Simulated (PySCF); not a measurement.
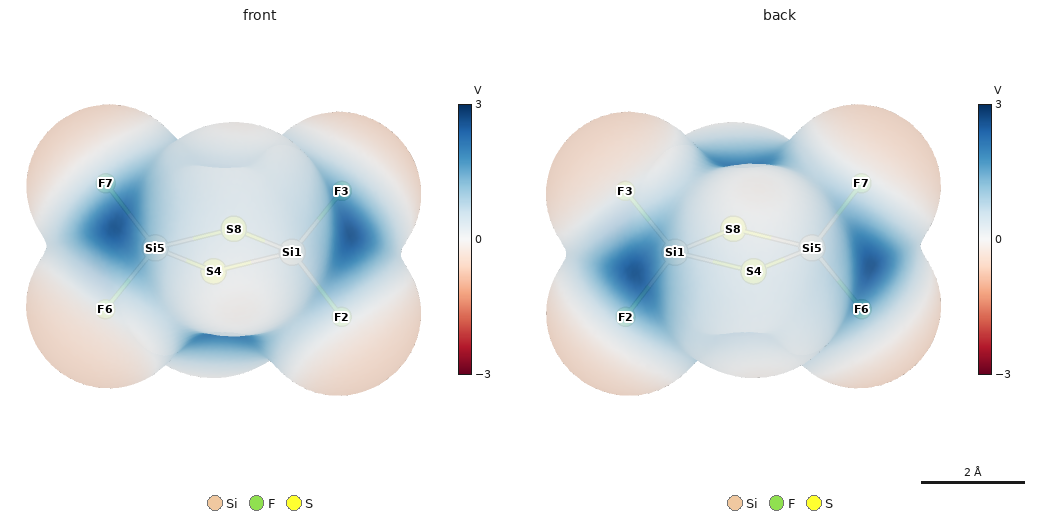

Figure 1: F₄S₂Si₂. The molecular electrostatic potential painted on the density surface at 0.002 e/bohr³, seen from the front and from behind; the colour scale runs from red (negative) to blue (positive).

Geometry: PBE0-D3(BJ)/def2-SVP.

Level of theory: PBE0/pcSseg-1, SCF density, gas phase, non-relativistic in PySCF.

```
atom    x (Å)    y (Å)    z (Å)
  Si  -0.5718  -0.5124   1.0933
   F  -1.2411  -1.9579   1.2682
   F  -0.7527   0.2056   2.5147
   S   1.4586  -0.6175   0.4826
  Si   0.6062   0.4906  -1.1144
   F   0.7874  -0.2264  -2.5361
   F   1.2758   1.9363  -1.2883
   S  -1.4241   0.5961  -0.5035
```

Where is the surface potential most negative and most positive?

The most negative region (about −0.5 V) lies over F2, F3, F6 and F7, the most positive (about +2.5 V) over Si1 and Si5.

How polar is the molecule by this calculation?

Its dipole moment is zero.
